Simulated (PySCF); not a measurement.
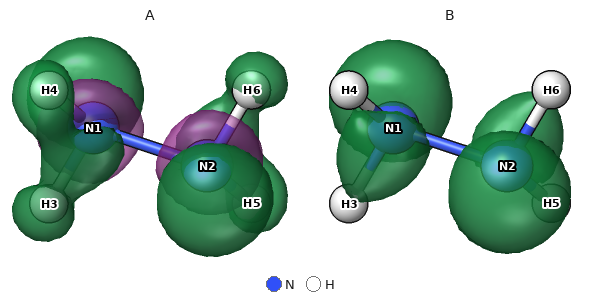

Figure. H4N2, SMILES `NN`. The Fukui function f⁻ from two separate SCF calculations and the density of the HOMO, at ±0.06 e/Å³ (green positive, purple negative).

Computed with PySCF, B3LYP/aug-cc-pVDZ, geometry: GFN2-xTB. No frequency check shows the geometry to be a minimum.

Geometry (Å), atoms numbered from 1:

```
N1       0.7184   -0.0000   -0.1464
N2      -0.7184   -0.0000    0.1464
H3       1.0962    0.8149    0.3359
H4       1.0962   -0.8148    0.3359
H5      -1.0962    0.8149   -0.3359
H6      -1.0962   -0.8148   -0.3359
```

**Which panel is which, and how good is the frozen-orbital picture?**

A is f⁻ (it has negative regions), B the HOMO density. The HOMO lies on N1 and N2 (42 % each); f⁻ (Hirshfeld-condensed) is largest on N1 and N2 (0.29 each); the vertical ionisation energy is 8.67 eV. Relaxation shifts 26 % of the electron between atoms. The orbital energy is −5.67 eV.

The PySCF run took 66 s on 1 thread of Intel(R) Xeon(R) Platinum 8259CL CPU @ 2.50GHz (Skylake/Cascade Lake), with other jobs on the host, peak memory 0.42 GiB.
